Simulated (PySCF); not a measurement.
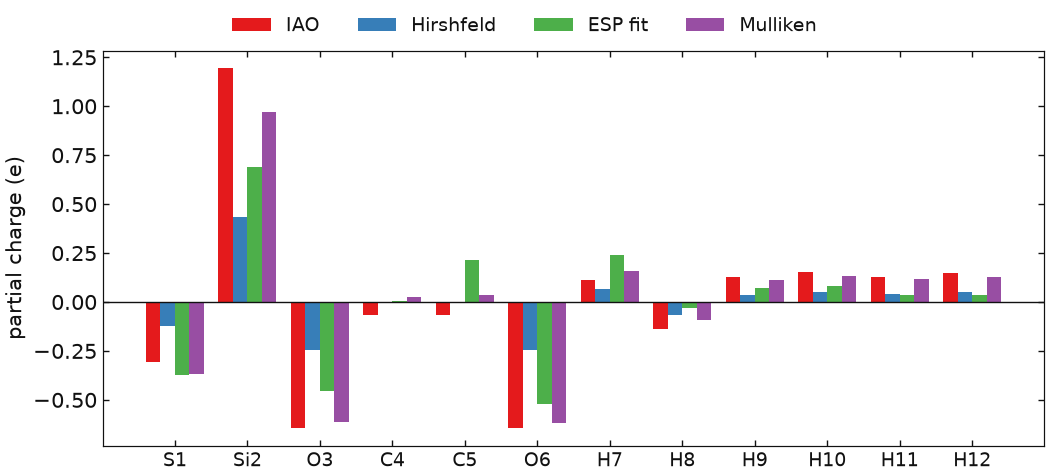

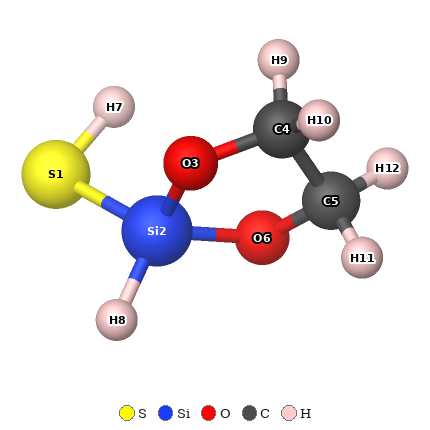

Atomic charges of C₂H₆O₂SSi, SMILES S[SiH]1OCCO1 by 4 schemes, PBE0/pcSseg-1 in PySCF 2.14.0, at a PBE0-D3(BJ)/def2-SVP geometry (no frequency check).

Question: On which atom do the schemes disagree most?

Answer: On Si2: IAO 1.19, Hirshfeld 0.43, ESP fit 0.69, Mulliken 0.97 e.

Question: Which atom is the most negative in each scheme?

Answer: IAO: O6 (−0.64 e) and O3 (−0.64 e); Hirshfeld: O3 (−0.25 e) and O6 (−0.25 e); ESP fit: O6 (−0.52 e); Mulliken: O6 (−0.62 e) and O3 (−0.61 e).

Known limits of this run: one conformer of a flexible molecule.
